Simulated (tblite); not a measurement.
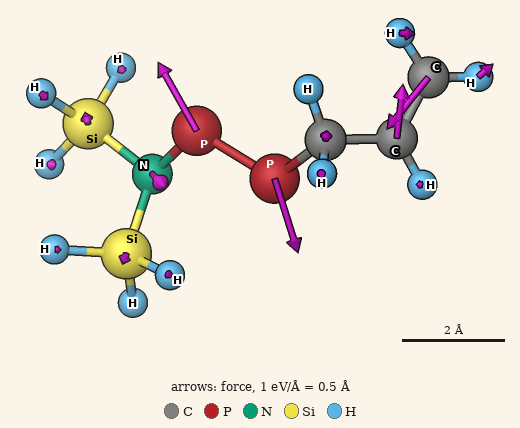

Starting geometry of C$_{3}$H$_{11}$NP$_{2}$Si$_{2}$ with the computed forces as purple arrows. The picture is a ball-and-stick view, seen from a free direction.

Level of theory: GFN2-xTB geometry optimisation, gas phase in tblite. 

> Is this structure relaxed? If not, where do the atoms go?

It isn't relaxed: the largest force vector, on P atoms, is 3.19 eV/Å. The final displacements have little in common with the starting forces (cosine between the two patterns 0.10). The largest moves after the best rigid fit, 1.74 Å, are those of H atoms. Largest moves by element: H 1.74 Å, C 0.95 Å, P 0.83 Å, N 0.62 Å, Si 0.57 Å. Among the contacts that change: P–Si 3.625 → 3.210 Å, N–P 1.793 → 1.695 Å, P–P 1.996 → 2.033 Å, C–C 1.357 → 1.321 Å. Among the angles between lasting bonds that change: C–P–P 122.6° → 96.4°, P–N–Si 108.0° → 122.9°, P–P–N 117.8° → 104.9°. Groups turn about C–P by about 30°. Over 147 geometry steps the energy falls by 135.6 kJ/mol. The run took 1.7 s on 1 thread of Arm Neoverse V1, with other jobs on the host.
